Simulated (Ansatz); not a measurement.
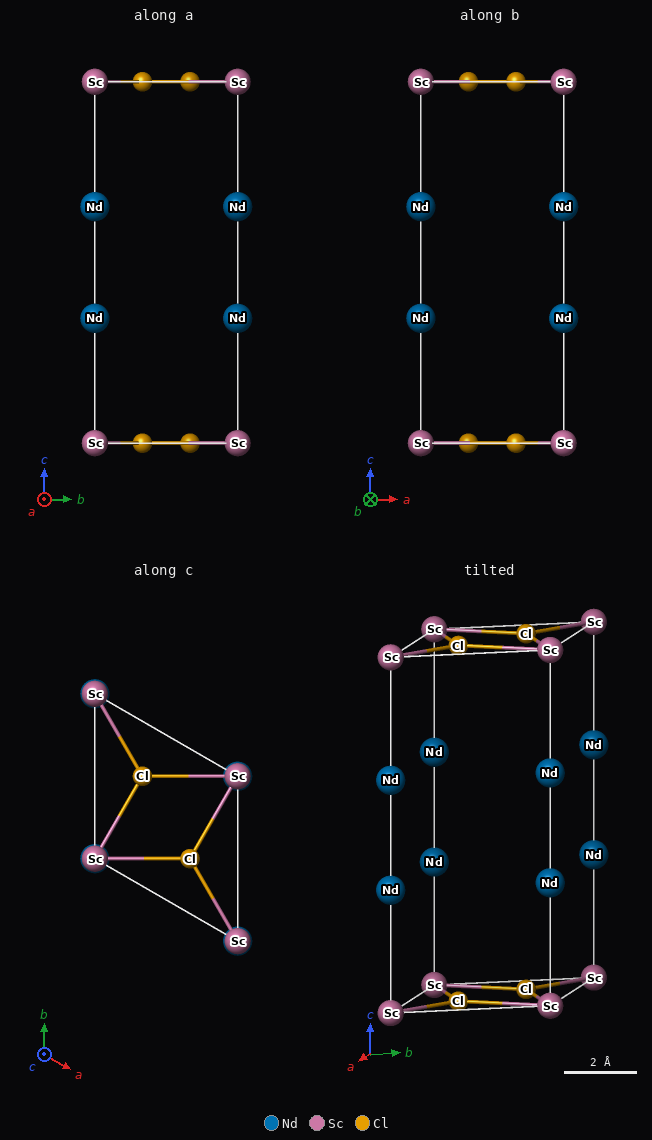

Ball-and-stick representation of a periodic structure, projected along the a axis, along the b axis, along the c axis and slightly off an axis. Lines trace the edges of the conventional unit cell.

Lattice parameters: a = 4.6122 Å, b = 4.6122 Å, c = 10.1098 Å, α = 90.000°, β = 90.000°, γ = 120.000°.

**Set out the cell and atoms as a CIF with its space group and independent sites, with free fractional coordinates to two decimals.**

```cif
data_structure
_symmetry_space_group_name_H-M 'P 6/m m m'
_symmetry_Int_Tables_number 191
_cell_length_a 4.6122
_cell_length_b 4.6122
_cell_length_c 10.1098
_cell_angle_alpha 90.000
_cell_angle_beta 90.000
_cell_angle_gamma 120.000
_cell_volume 186.25
loop_
_atom_site_label
_atom_site_type_symbol
_atom_site_symmetry_multiplicity
_atom_site_Wyckoff_symbol
_atom_site_fract_x
_atom_site_fract_y
_atom_site_fract_z
_atom_site_occupancy
Nd1 Nd 2 e 0.00 0.00 0.35 1
Sc1 Sc 1 a 0.00 0.00 0.00 1
Cl1 Cl 2 c 0.3333 0.6667 0.00 1
```

The initial geometry was a random cell made by a generator, so it need not be a real form of the compound. Earlier steps of the study, as a rule a relaxation of our own, may have changed the cell and positions, so they can lie some per cent off the listed ones. It went into a calculation with Ansatz.
